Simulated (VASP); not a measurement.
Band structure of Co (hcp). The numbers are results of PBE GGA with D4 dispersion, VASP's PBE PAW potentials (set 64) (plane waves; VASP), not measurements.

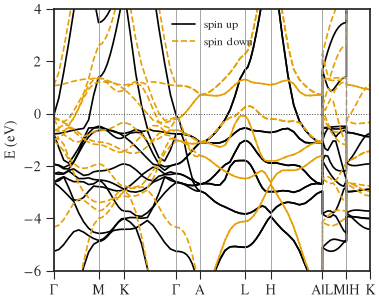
*Bands along high-symmetry lines, zero at the valence-band maximum or, without a gap, the Fermi level*

Task: Read the plot: is there a gap, and where are the band edges?

Result: It has no gap at this level: it comes out as a metal or semimetal. (Edges off the drawn lines would not show.)

The compound is Co in the hcp structure. It was relaxed first, which changed the volume by -5 %.
